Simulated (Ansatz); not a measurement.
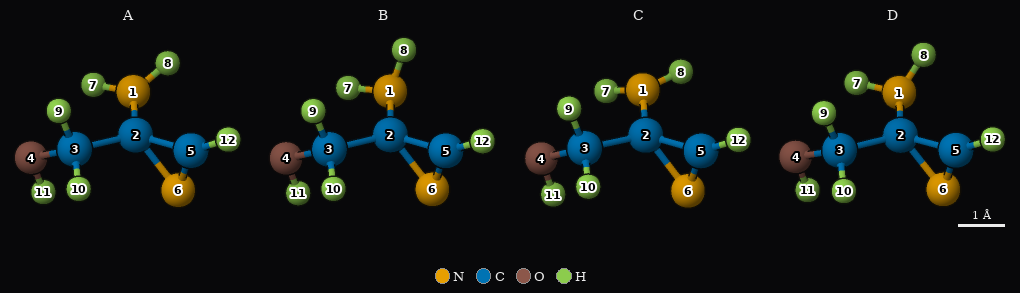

4 geometries from a converged minimum-energy path of C$_{3}$H$_{6}$N$_{2}$O, shuffled. Style: ball-and-stick. Shown from a free direction.

Theory: Ansatz 0.2.0, RKS PBE0-D4/def2-SVP. Settings: 9 movable images; climbing image; force threshold 0.03 eV/Å; iteration limit 58; starting path through a guess of the saddle point.

Which of them lies highest in energy?

Answer. A. In order along the path, whose images run from 0 to 10: C (image 4, +1.77 kcal/mol), A (image 6, +3.14 kcal/mol), D (image 8, +2.13 kcal/mol), B (image 10, +1.95 kcal/mol). The motion is an umbrella inversion at N1. No bond forms or breaks between the ends. Bond angles that change up to the highest image, for instance: H7–N1–H8 109.4° → 119.4°, C2–N1–H8 112.7° → 121.9°.

Cost: 5.9 min on 2 threads of Intel(R) Xeon(R) CPU @ 2.80GHz (Skylake/Cascade Lake), on a shared host, peak memory 0.31 GiB.
